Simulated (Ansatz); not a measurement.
# Geometry relaxation of GaH$_{3}$ClO$_{2}$ (part 2 of 2)

The same run, continued: GaH$_{3}$ClO$_{2}$, multiplicity 2; UKS PBE/def2-SVP (Ansatz 0.2.0). The input holds or restrains some coordinates. It belongs to a series of runs on one base structure; here: pulled along the bonds that form and break, towards end B.

Geometry of the input (Å):
```
Ga 0.0000  0.0000  0.0000
Cl 0.0000  0.0000  2.4900
O  1.5501  0.0000  -0.8950
H  1.8500  -0.9519  -1.0499
O  -1.5501  0.0000  -0.8950
H  -2.0598  -0.8467  -0.6865
H  0.0000  0.0000  4.1600
```

Trajectory as extended XYZ, continued
```
7
Properties=species:S:1:pos:R:3:forces:R:3 step=6 energy=-69012.68007
Ga   -0.0068   -0.3393   -0.2304   -0.0075   0.0559  -0.2542
Cl   -0.0225    0.0741    3.1802    0.0380  -0.0706   1.0390
O     1.5757    0.0358   -1.0987   -0.0765  -0.4131   0.0199
H     1.9935   -0.8437   -1.2585    0.0303   0.3823   0.0559
O    -1.5379   -0.1219   -1.2395   -0.2434  -0.4726   0.5538
H    -2.2386   -0.6279   -0.7502    0.2973   0.4565  -0.3722
H     0.0269    0.0244    4.5207   -0.0382   0.0617  -1.0422
7
Properties=species:S:1:pos:R:3:forces:R:3 step=7 energy=-69012.71890
Ga   -0.0054   -0.4179   -0.2246   -0.0037   0.0396  -0.2254
Cl   -0.0146    0.0335    3.1831    0.0277  -0.0128   0.9611
O     1.5239    0.0272   -1.1366   -0.0606  -0.1579   0.0466
H     2.0360   -0.8017   -1.2338    0.1631   0.1312   0.0294
O    -1.5176   -0.1178   -1.2210   -0.1857  -0.2661   0.3365
H    -2.2542   -0.5845   -0.7645    0.0867   0.2622  -0.1806
H     0.0221    0.0626    4.5210   -0.0274   0.0037  -0.9677
7
Properties=species:S:1:pos:R:3:forces:R:3 step=8 energy=-69012.75053
Ga   -0.0064   -0.5277   -0.2718   -0.0462  -0.0350  -0.1145
Cl   -0.0086   -0.0261    3.1402    0.0218   0.0625   1.0381
O     1.4771    0.0035   -1.2008    1.1711  -1.3012   0.0849
H     2.1817   -0.7277   -1.1273   -1.0792   1.3078  -0.0486
O    -1.5419   -0.1296   -1.1798   -0.2082  -0.1024   0.1884
H    -2.3256   -0.4919   -0.7129    0.1613   0.1415  -0.0959
H     0.0139    0.1009    4.4761   -0.0207  -0.0733  -1.0524
7
Properties=species:S:1:pos:R:3:forces:R:3 step=9 energy=-69012.84860
Ga   -0.0177   -0.6809   -0.3277    0.0022   0.0007  -0.0660
Cl    0.0028   -0.1648    3.0719    0.0018   0.2280   0.9535
O     1.4508   -0.0732   -1.2238    0.0422  -0.0645  -0.0237
H     2.2537   -0.5856   -1.0063   -0.0370   0.0678   0.0578
O    -1.5551   -0.0706   -1.0993   -0.0261  -0.0250   0.0537
H    -2.3451   -0.4292   -0.6508    0.0173   0.0373   0.0038
H     0.0009    0.2056    4.3596   -0.0003  -0.2443  -0.9790
7
Properties=species:S:1:pos:R:3:forces:R:3 step=10 energy=-69012.79143 accepted=F
Ga   -0.0215   -0.7332   -0.3629   -0.1265   0.0206   0.0167
Cl    0.0122   -0.3602    3.0584   -0.0344   0.9713   1.6923
O     1.4414   -0.1177   -1.2549    0.7239  -0.2448   0.2017
H     2.2928   -0.5027   -0.9194   -0.7100   0.2817  -0.2175
O    -1.5671   -0.0384   -1.0545    0.1464  -0.0218   0.0139
H    -2.3542   -0.3899   -0.5992   -0.0360  -0.0196   0.0449
H    -0.0133    0.3437    4.2560    0.0366  -0.9874  -1.7520
7
Properties=species:S:1:pos:R:3:forces:R:3 step=11 energy=-69012.85853
Ga   -0.0205   -0.7001   -0.3531   -0.0146  -0.0089   0.0020
Cl    0.0076   -0.2597    3.0582   -0.0055   0.3923   1.0214
O     1.4498   -0.1025   -1.2507    0.3021  -0.1559   0.0833
H     2.2734   -0.5366   -0.9340   -0.2985   0.1700  -0.0761
O    -1.5668   -0.0675   -1.0862   -0.0346  -0.0161   0.0428
H    -2.3512   -0.3990   -0.6070    0.0441   0.0265  -0.0169
H    -0.0022    0.2668    4.2963    0.0070  -0.4079  -1.0565
7
Properties=species:S:1:pos:R:3:forces:R:3 step=12 energy=-69012.87372
Ga   -0.0262   -0.7309   -0.3672   -0.0147  -0.0178   0.0296
Cl    0.0161   -0.3407    3.0491   -0.0087   0.4691   0.8918
O     1.4506   -0.1021   -1.2319    0.1061  -0.0328   0.0234
H     2.2704   -0.5112   -0.8891   -0.0972   0.0514  -0.0224
O    -1.5686   -0.0467   -1.0590   -0.0174   0.0056   0.0111
H    -2.3543   -0.3909   -0.5926    0.0216   0.0081  -0.0025
H     0.0022    0.3238    4.2143    0.0102  -0.4837  -0.9310
7
Properties=species:S:1:pos:R:3:forces:R:3 step=13 energy=-69012.88758
Ga   -0.0372   -0.7776   -0.3834   -0.0085  -0.0032   0.0220
Cl    0.0322   -0.4414    3.0386   -0.0168   0.6042   0.7999
O     1.4489   -0.0702   -1.1697    0.0405  -0.0081   0.0152
H     2.2629   -0.5032   -0.8475   -0.0320   0.0192  -0.0061
O    -1.5685   -0.0140   -1.0169   -0.0040   0.0038   0.0209
H    -2.3571   -0.3897   -0.5813    0.0032   0.0028  -0.0057
H     0.0089    0.3975    4.0838    0.0176  -0.6189  -0.8461
7
Properties=species:S:1:pos:R:3:forces:R:3 step=14 energy=-69012.85264 accepted=F
Ga   -0.0424   -0.7920   -0.3725   -0.0001  -0.0011  -0.0134
Cl    0.0415   -0.5865    3.0628   -0.0416   1.4044   1.1009
O     1.4476   -0.0443   -1.1196    0.0265  -0.0188   0.0459
H     2.2597   -0.4966   -0.8191   -0.0420   0.0235  -0.0100
O    -1.5670    0.0181   -0.9705   -0.0288  -0.0304   0.0650
H    -2.3593   -0.3915   -0.5711    0.0441   0.0300  -0.0286
H     0.0100    0.4941    3.9137    0.0419  -1.4076  -1.1598
7
Properties=species:S:1:pos:R:3:forces:R:3 step=15 energy=-69012.89779
Ga   -0.0374   -0.8021   -0.3919   -0.0098   0.0008   0.0192
Cl    0.0259   -0.4947    3.0328   -0.0114   0.6585   0.7200
O     1.4508   -0.0491   -1.1320    0.0437  -0.0110   0.0214
H     2.2639   -0.5047   -0.8393   -0.0404   0.0219  -0.0074
O    -1.5652    0.0116   -0.9708   -0.0081  -0.0047   0.0243
H    -2.3562   -0.3963   -0.5693    0.0131   0.0086  -0.0078
H     0.0084    0.4367    3.9942    0.0130  -0.6740  -0.7697
7
Properties=species:S:1:pos:R:3:forces:R:3 step=16 energy=-69012.89855
Ga   -0.0389   -0.8079   -0.3855   -0.0039  -0.0080   0.0082
Cl    0.0282   -0.5579    3.0450   -0.0159   0.8817   0.7529
O     1.4507   -0.0359   -1.1053    0.0142   0.0019   0.0221
H     2.2620   -0.5030   -0.8282   -0.0172   0.0094   0.0014
O    -1.5637    0.0262   -0.9445   -0.0065  -0.0017   0.0278
H    -2.3566   -0.3971   -0.5633    0.0119   0.0089  -0.0055
H     0.0084    0.4769    3.9054    0.0174  -0.8922  -0.8068
7
Properties=species:S:1:pos:R:3:forces:R:3 step=17 energy=-69012.91747
Ga   -0.0474   -0.8377   -0.4015   -0.0001   0.0264  -0.0030
Cl    0.0361   -0.6118    3.0297   -0.0121   0.8812   0.5905
O     1.4531   -0.0041   -1.0298   -0.0139  -0.0207   0.0361
H     2.2558   -0.5071   -0.7932   -0.0090   0.0151  -0.0024
O    -1.5663    0.0563   -0.8850    0.0097  -0.0243   0.0382
H    -2.3608   -0.4068   -0.5566    0.0125   0.0172  -0.0094
H     0.0197    0.5126    3.7602    0.0130  -0.8950  -0.6501
7
Properties=species:S:1:pos:R:3:forces:R:3 step=18 energy=-69012.91266
Ga   -0.0522   -0.8570   -0.4035   -0.0006   0.0371  -0.0053
Cl    0.0455   -0.6894    3.0307   -0.0283   1.3482   0.5784
O     1.4536    0.0249   -0.9509    0.0222  -0.0611   0.0521
H     2.2510   -0.5092   -0.7653   -0.0445   0.0491  -0.0113
O    -1.5645    0.0874   -0.8107   -0.0488  -0.0776   0.0627
H    -2.3624   -0.4125   -0.5454    0.0715   0.0640  -0.0268
H     0.0191    0.5572    3.5688    0.0285  -1.3597  -0.6499
7
Properties=species:S:1:pos:R:3:forces:R:3 step=19 energy=-69012.94949
Ga   -0.0485   -0.8685   -0.4306   -0.0037  -0.0758   0.0652
Cl    0.0320   -0.7242    3.0035   -0.0237   1.0904   0.3011
O     1.4681    0.0433   -0.8788    0.0159   0.0353   0.0094
H     2.2596   -0.5105   -0.7375   -0.0126   0.0104  -0.0024
O    -1.5647    0.1058   -0.7203   -0.0165   0.0329   0.0121
H    -2.3581   -0.4111   -0.4823    0.0154   0.0113  -0.0086
H     0.0018    0.5668    3.3697    0.0253  -1.1044  -0.3768
7
Properties=species:S:1:pos:R:3:forces:R:3 step=20 energy=-69012.95597
Ga   -0.0543   -0.9131   -0.4535    0.0190   0.1783   0.0368
Cl    0.0418   -0.7514    2.9799   -0.0433   1.2454   0.1696
O     1.4616    0.0714   -0.7609    0.1418  -0.2677   0.0352
H     2.2525   -0.5102   -0.7306   -0.2046   0.1889  -0.0034
O    -1.5499    0.1350   -0.6077   -0.1791  -0.2603   0.0596
H    -2.3566   -0.4114   -0.4806    0.2231   0.1899  -0.0361
H    -0.0049    0.5811    3.1771    0.0432  -1.2744  -0.2616
7
Properties=species:S:1:pos:R:3:forces:R:3 step=21 energy=-69012.95376
Ga   -0.0541   -0.8873   -0.4027    0.0020  -0.0260   0.0285
Cl    0.0508   -0.7943    3.0336   -0.0674   1.5655  -0.1146
O     1.4600    0.0776   -0.7415    0.0149  -0.0196   0.0256
H     2.2463   -0.4999   -0.7007    0.0050   0.0308   0.0078
O    -1.5520    0.1427   -0.5882   -0.0299  -0.0261   0.0356
H    -2.3537   -0.4013   -0.4632    0.0106   0.0402   0.0023
H    -0.0071    0.5639    2.9863    0.0649  -1.5648   0.0148
7
Properties=species:S:1:pos:R:3:forces:R:3 step=22 energy=-69012.98991
Ga   -0.0606   -0.9194   -0.4562    0.0082   0.2001   0.0571
Cl    0.0543   -0.7834    2.9767   -0.0550   1.1517  -0.2037
O     1.4621    0.0872   -0.6457   -0.0753  -0.1417   0.0273
H     2.2505   -0.4904   -0.6483   -0.0238   0.0511   0.0003
O    -1.5499    0.1536   -0.4882    0.0394  -0.1682   0.0252
H    -2.3581   -0.3935   -0.4219    0.0565   0.0749  -0.0032
H    -0.0082    0.5471    2.8073    0.0500  -1.1679   0.0970
7
Properties=species:S:1:pos:R:3:forces:R:3 step=23 energy=-69012.98865
Ga   -0.0585   -0.9046   -0.4394    0.0067  -0.0854   0.0526
Cl    0.0573   -0.7874    2.9941   -0.0872   1.3224  -0.4646
O     1.4599    0.0928   -0.5998    0.0926  -0.0193   0.0104
H     2.2475   -0.4851   -0.6282   -0.0254   0.0566   0.0063
O    -1.5394    0.1612   -0.4311   -0.0768  -0.0037   0.0293
H    -2.3492   -0.3837   -0.3893    0.0125   0.0494   0.0072
H    -0.0275    0.5082    2.6173    0.0776  -1.3201   0.3587
7
Properties=species:S:1:pos:R:3:forces:R:3 step=24 energy=-69013.01380
Ga   -0.0666   -0.9369   -0.4790   -0.0109  -0.0117   0.0703
Cl    0.0528   -0.7683    2.9521   -0.0346   0.9450  -0.4235
O     1.4467    0.0845   -0.5230    0.0431   0.0163   0.0103
H     2.2626   -0.4499   -0.5756   -0.0784  -0.0031   0.0038
O    -1.5358    0.1447   -0.3666   -0.0259   0.0157   0.0113
H    -2.3749   -0.3554   -0.3675    0.0811  -0.0074   0.0050
H     0.0054    0.4827    2.4834    0.0255  -0.9549   0.3227
```

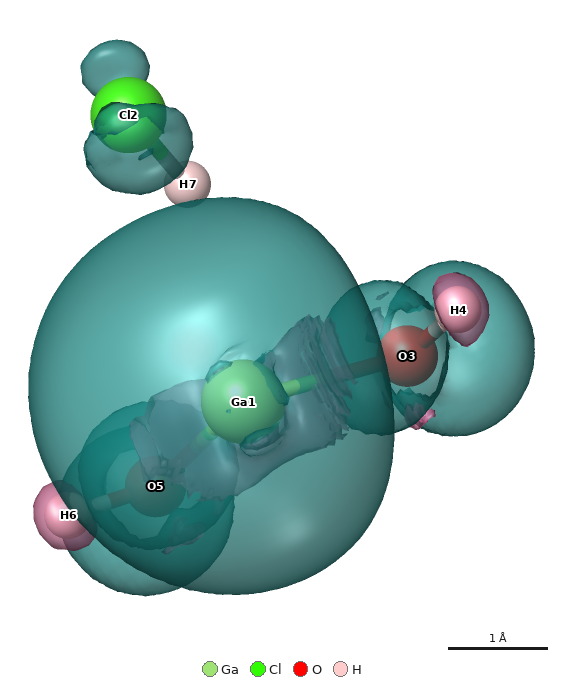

Fig. 1: Isosurfaces of the spin density (α minus β) at +0.004 (teal) and −0.004 e/Å³ (pink), seen at a tilt. The unpaired spin (1 electron) lies mostly on Ga1 (about 0.6), O3 (about 0.2) and O5 (about 0.2), in electrons by Hirshfeld's partition.

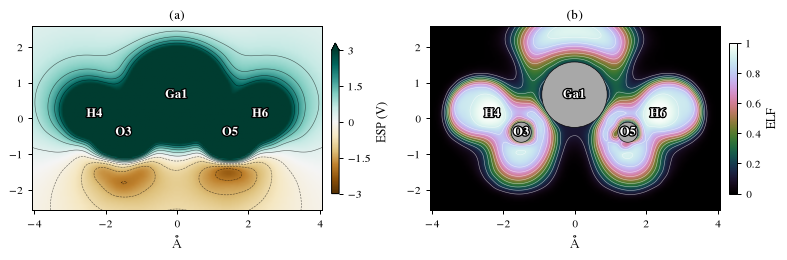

Fig. 2: (a) electrostatic potential; (b) electron localisation function on the plane of atoms Ga1, O3 and H4. Grey discs, where drawn, cover atomic cores. The section cuts through Ga, O and H sites. Ga–O (1.83 Å): the ELF peaks at about 0.85 in the valence shell of O, 0.6 Å from its nucleus, and is about 0.25 at the midpoint. O–H (0.98 Å): the ELF climbs to about 1 towards the hydrogen, as it does in any bond to H (a covalent bond by its length).

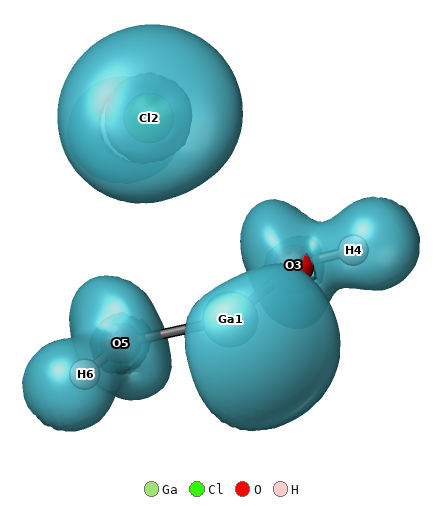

Fig. 3: Isosurface of the electron localisation function at 0.75 (cyan), seen at a tilt. Core shells and regions of very low density are left out. Values along the shortest contacts: Ga1···Cl2 (3.44 Å): the ELF is only about 0.05 between them (a non-bonded, intermolecular contact). Ga–O (1.83 Å): the ELF peaks at about 0.85 in the valence shell of O, 0.6 Å from its nucleus, and is about 0.25 at the midpoint.

Summary

- outcome: converged under the restraints of the input
- total energy: −69013.0138 eV
- mean-field energy: −69013.0138 eV
- ⟨S²⟩: 0.752
- largest force (length of the vector) at the end, held atoms and coordinates included: 1.036 eV/Å
- wall time: 32 s (CPU time 1.9 min)
- peak memory: 0.17 GiB
